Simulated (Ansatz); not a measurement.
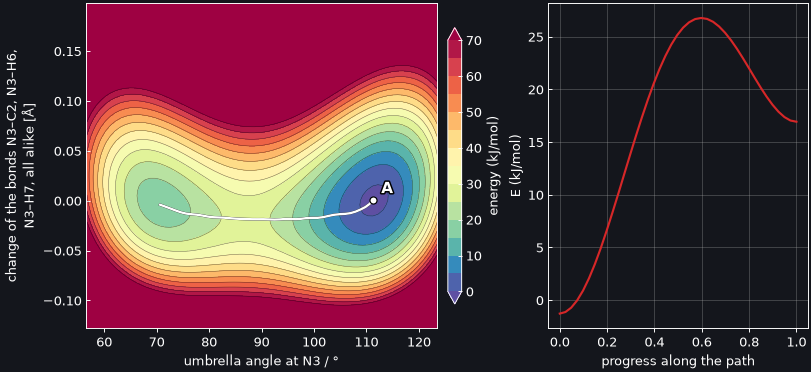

C2H4N, SMILES [CH-]=CN, charge −1. First axis: umbrella angle at N3 (between each of its bonds and their common axis; 90 is planar). Second axis: change of the bonds N3–C2, N3–H6, N3–H7, all alike. Nothing is relaxed (all other coordinates rigid). The scan uses a 15 × 15 grid. Points are written as (first, second). Energies are in kJ/mol, from the lowest grid point. Level of theory: RKS PBE0-D4/def2-TZVPD in Ansatz.

The picture shows filled contours, a line along the lowest path, one colour for all values above the top of the scale, the energy along the path at the right, the start A. Between grid points the surface is interpolated.

Q: Describe the path and its barrier.

A: The easiest path leads from the well at about (111°, 0.00 Å) to the well at about (71°, 0.00 Å), about 18 kJ/mol higher. Its highest point lies about 28 kJ/mol above the bottom of the first well on the interpolated surface, at about (87°, −0.02 Å). Seen from the upper well the barrier is about 9.8 kJ/mol. The start is the relaxed structure and all else is held, so a fully relaxed path at this level can only be lower.
